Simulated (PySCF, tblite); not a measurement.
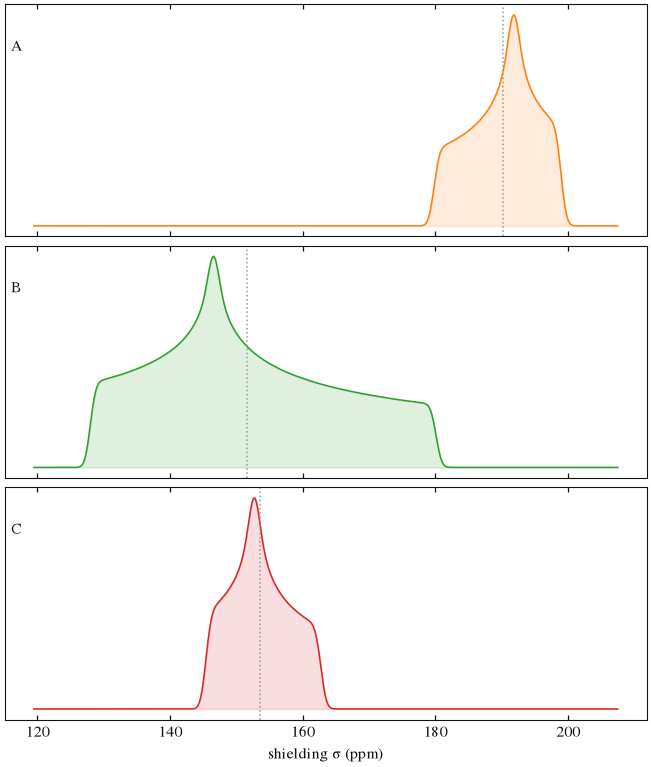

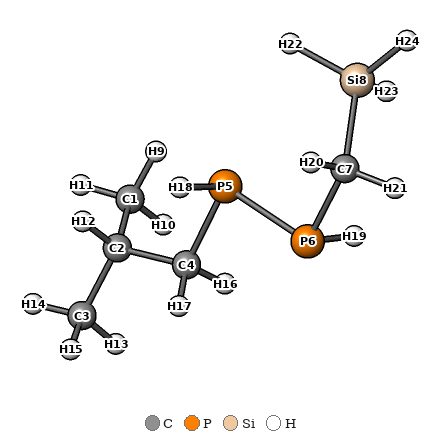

Static powder patterns (¹³C) from GIAO shielding tensors of C₅H₁₆P₂Si, SMILES CC(C)CPPC[SiH3], PBE0/pcSseg-1, PySCF, at a GFN2-xTB geometry (a minimum by its frequencies); absolute shielding, one fixed geometry of the isolated molecule without any motion, no dipolar terms. The dotted line is the isotropic value; skew is 3(σiso − σ22)/span.

The panels belong to C2, C4 and C7. Which is which?

panel A: C7, σ11, σ22, σ33 = 180, 192, 199 ppm, isotropic 190, span 19 ppm, skew −0.25; panel B: C4, σ11, σ22, σ33 = 128, 147, 180 ppm, isotropic 152, span 52 ppm, skew 0.29; panel C: C2, σ11, σ22, σ33 = 145, 153, 163 ppm, isotropic 154, span 17 ppm, skew 0.16.

Known limits of this run: the tight-binding geometry is rougher than a DFT one and adds to the error; one conformer of a flexible molecule.
